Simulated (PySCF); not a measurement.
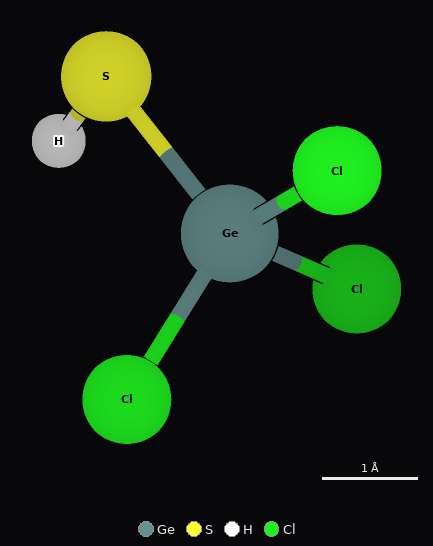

The structure as given in the input (ball-and-stick view, seen at a tilt). Sticks mark near contacts.

# GeHSCl3: excited-state calculation

GeHSCl3 (Ge(SH)Cl3), SMILES [SH][Ge]([Cl])([Cl])[Cl], computed with TDDFT B3LYP/def2-SVPD, vertical, gas phase, core orbitals frozen in the response (PySCF 2.14.0).

The geometry comes from this level: PBE0-D3(BJ)/def2-SVP. It belongs to a series of runs on one base structure; here: one ligand: Cl to SH.

Output
```
coarse grid: 35152 points
cycle   1  E = -3855.7654563596  dE = -1.026e-01  |g| = 6.762e-01  |ddm| = 3.150e+00
cycle   2  E = -3855.6209199812  dE =  1.445e-01  |g| = 1.078e+00  |ddm| = 2.126e+00
cycle   3  E = -3855.8576841341  dE = -2.368e-01  |g| = 6.927e-02  |ddm| = 1.336e+00
cycle   4  E = -3855.8589393677  dE = -1.255e-03  |g| = 2.373e-02  |ddm| = 1.091e-01
cycle   5  E = -3855.8591224597  dE = -1.831e-04  |g| = 2.699e-03  |ddm| = 3.626e-02
cycle   6  E = -3855.8591245868  dE = -2.127e-06  |g| = 7.428e-04  |ddm| = 4.139e-03
final grid: 65400 points
cycle   7  E = -3855.8590885173  dE =  9.248e-09  |g| = 8.594e-04  |ddm| = 2.670e-03
cycle   8  E = -3855.8590884042  dE =  1.131e-07  |g| = 1.078e-03  |ddm| = 2.445e-03
cycle   9  E = -3855.8590887430  dE = -3.388e-07  |g| = 1.386e-04  |ddm| = 1.436e-03
cycle  10  E = -3855.8590887479  dE = -4.829e-09  |g| = 1.430e-05  |ddm| = 1.824e-04
cycle  11  E = -3855.8590887479  dE = -5.548e-11  |g| = 2.834e-06  |ddm| = 2.267e-05
```

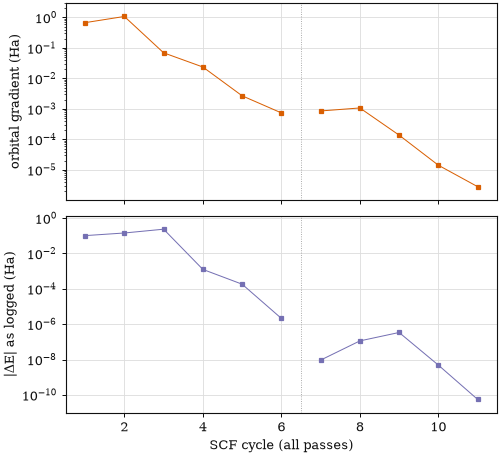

Convergence of the self-consistent field: orbital gradient and size of the energy change against the SCF cycle. The dotted line marks the change from a coarse to the final integration grid. The first 6 cycles use a coarse grid, the final grid takes over at cycle 7, and the field converges after 11 cycles in all.

```
converged SCF energy = -3855.8590887479

Static polarisability (au): isotropic 93.112, principal 90.417 91.074 97.846

Singlet excitations
state   eV       nm        f      main configurations
  1   4.5441    272.8   0.00671   H->L 0.99
  2   5.5562    223.1   0.00063   H-1->L 0.99
  3   5.8528    211.8   0.02184   H-2->L 0.49, H-3->L 0.48
  4   5.9032    210.0   0.01992   H-4->L 0.94
  5   6.0180    206.0   0.08213   H-3->L 0.48, H-2->L 0.45
  6   6.2339    198.9   0.00529   H->L+1 0.96
  7   6.2806    197.4   0.01659   H-5->L 0.86, H-6->L 0.11
  8   6.3065    196.6   0.02370   H-6->L 0.83, H-5->L 0.11
  9   6.7227    184.4   0.01361   H->L+2 0.97
 10   7.0861    175.0   0.03751   H->L+3 0.68, H-7->L 0.27
 11   7.2144    171.9   0.00802   H->L+4 0.94
 12   7.5592    164.0   0.00681   H-1->L+1 0.86, H-1->L+2 0.10
 13   7.5912    163.3   0.09078   H-7->L 0.42, H-2->L+1 0.37, H->L+3 0.09
 14   7.7541    159.9   0.00333   H-3->L+1 0.43, H-2->L+1 0.30
 15   7.8173    158.6   0.02481   H-4->L+1 0.44, H-3->L+1 0.19, H-2->L+1 0.12

Triplet excitations (Tamm-Dancoff, eV): 4.1690 5.2200 5.2832 5.4725
```

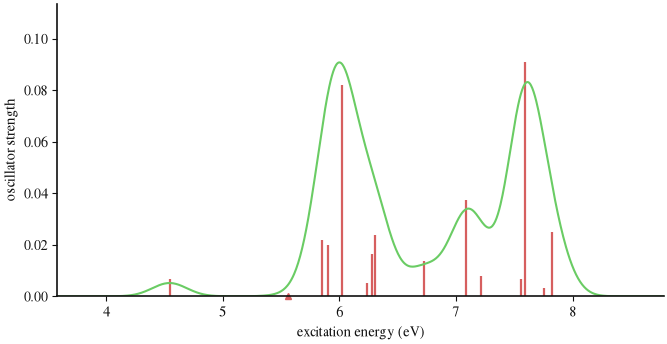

Computed excitations as sticks (degenerate states added up, dark ones marked on the axis), with a Gaussian envelope of 0.35 eV full width at half maximum, scaled to the tallest. Of the 15 states the lowest lies at 4.54 eV (f = 0.007); the strongest line is at 7.59 eV, or 163 nm (f = 0.091).

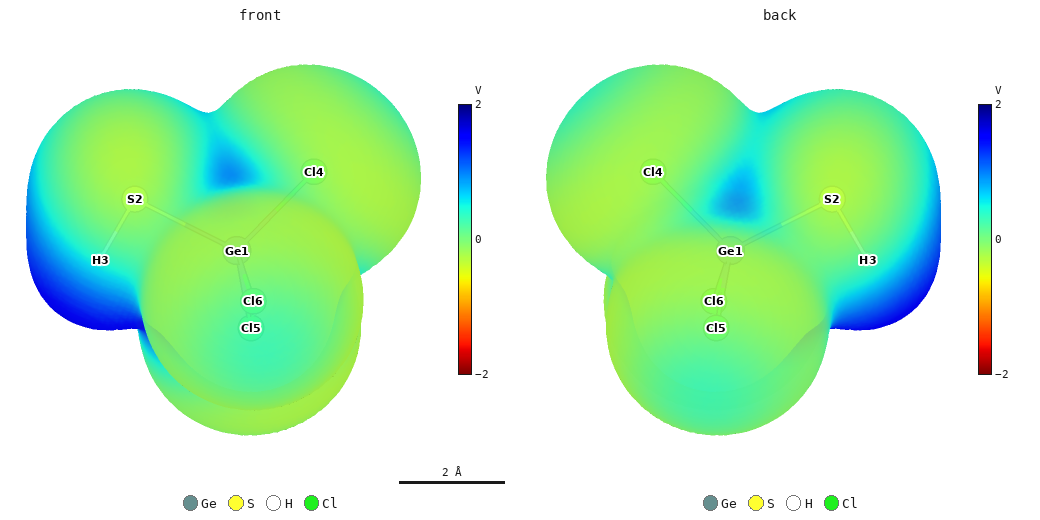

The electrostatic potential painted on the density surface at 0.001 e/bohr³, seen face on and from behind; the colour scale runs from red (negative) to blue (positive). Its dipole moment is 1.53 D.

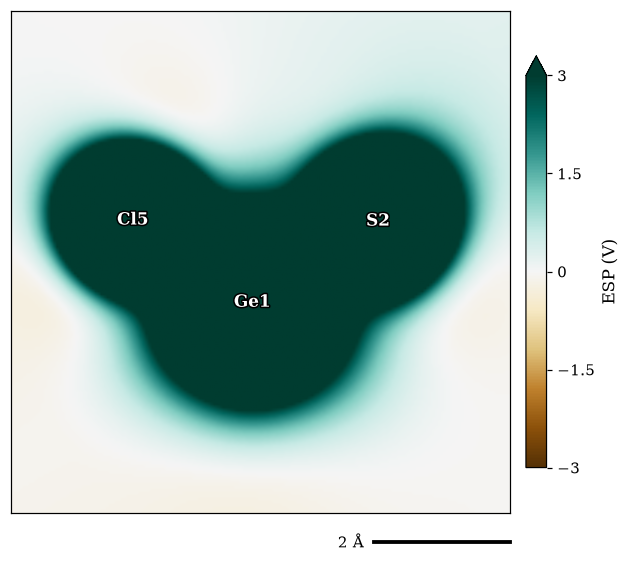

Molecular electrostatic potential on the plane of atoms S2, Ge1 and Cl5. Atoms in the plane: Ge, S and Cl. The potential has no marked negative region in this plane.

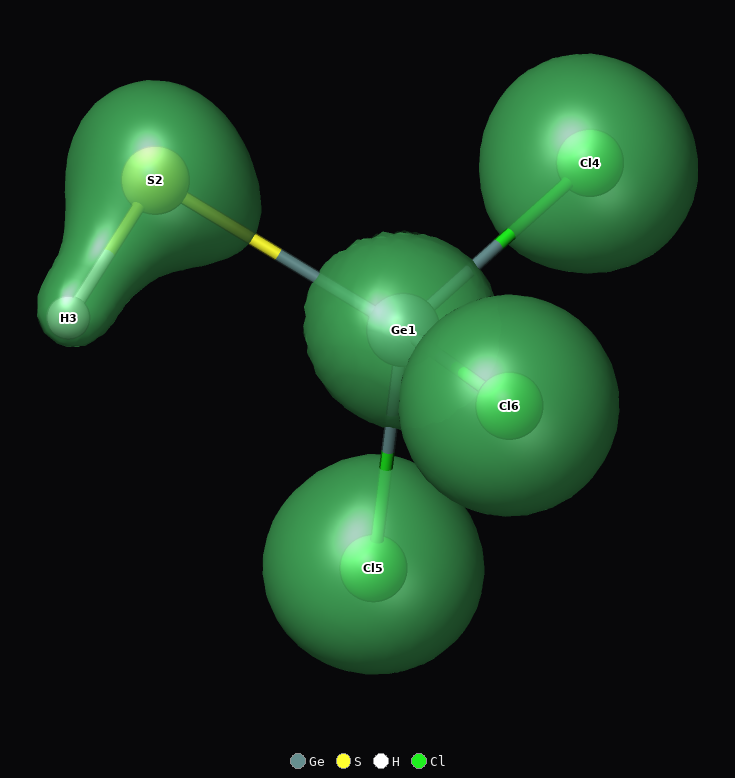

Isosurface of the total electron density at 1 e/Å³ (green), seen at a tilt. At this value the surface falls into five separate pieces. It is pinched off along the Ge–Cl (2.13 Å) and Ge–S (2.19 Å) contacts. On the grid the lowest density along these lines, outside the cores, is 0.71 e/Å³ (Ge–Cl, 2.13 Å), 0.72 e/Å³ (Ge–S, 2.19 Å) and 1.4 e/Å³ (S–H, 1.35 Å).

This output came from the following input.

Input
```
{"job": {"kind": "uv", "xc": "B3LYP", "basis": "def2-SVPD", "ip": false, "nstates": 15}, "charge": 0, "multiplicity": 1}
Ge     0.215475    -0.034456    -0.376645
S      0.247593     0.008064     1.815413
H     -1.100676     0.076910     1.903161
Cl     2.241889    -0.053310    -1.033126
Cl    -0.767691     1.667251    -1.216059
Cl    -0.773461    -1.760479    -1.162023
```

The first line tells a small driver script what to run in PySCF; the rest is the geometry in Å.

Command:
```bash
OMP_NUM_THREADS=1 python <driver script> task.json out
```

Key numbers

```csv
quantity,value
outcome,converged
total energy,−3855.859089 hartree
HOMO,−8.20 eV
LUMO,−2.59 eV
dipole moment,1.53 D
mean polarisability,93.11 a.u.
lowest singlet excitation,4.54 eV
hardware,"1 CPU thread, shared host"
wall time,48 s
peak memory,0.64 GiB
```

Spin–orbit coupling is left out, which matters for the heavy atoms.
